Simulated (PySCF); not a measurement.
# C3H3PS: the cost of one run

Programs: PySCF 2.14.0, with routines of our own; each step states its level. All values are computed. Atoms count from 0.

### Step 1. The system as given

8 atoms, charge 0, multiplicity 1; geometry from: GFN2-xTB.

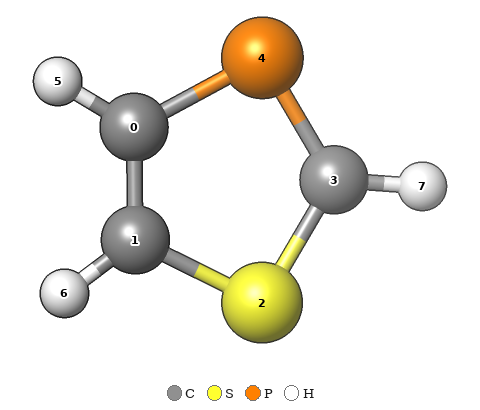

The starting geometry (carbon grey, sulfur yellow, phosphorus orange, hydrogen white).

### Step 2. Optimising the geometry at PBE0-D3(BJ)/def2-SVP

The job: settings as JSON, then the geometry in Å.

```
{"job": {"xc": "PBE0", "basis": "def2-SVP", "d3": "d3bj", "grid": 1, "kind": "geom"}, "charge": 0, "multiplicity": 1}
C     -0.802358     0.788518     0.146341
C     -0.981202    -0.515727    -0.160138
S      0.431468    -1.472229    -0.324239
C      1.508615    -0.182411     0.013912
P      0.859960     1.358723     0.342459
H     -1.639317     1.457936     0.266899
H     -1.926045    -1.006868    -0.310098
H      2.557937    -0.418530     0.000298
```

Started as:

```
$ OMP_NUM_THREADS=1 python excited_run.py task.json out
```

The driver reads the jobs from task.json and runs them one after another.

Q: Estimate the wall time and peak memory of this first job on 1 thread of Arm Neoverse V2, shared host.

About 7.7 s, with a peak of 0.49 GiB.
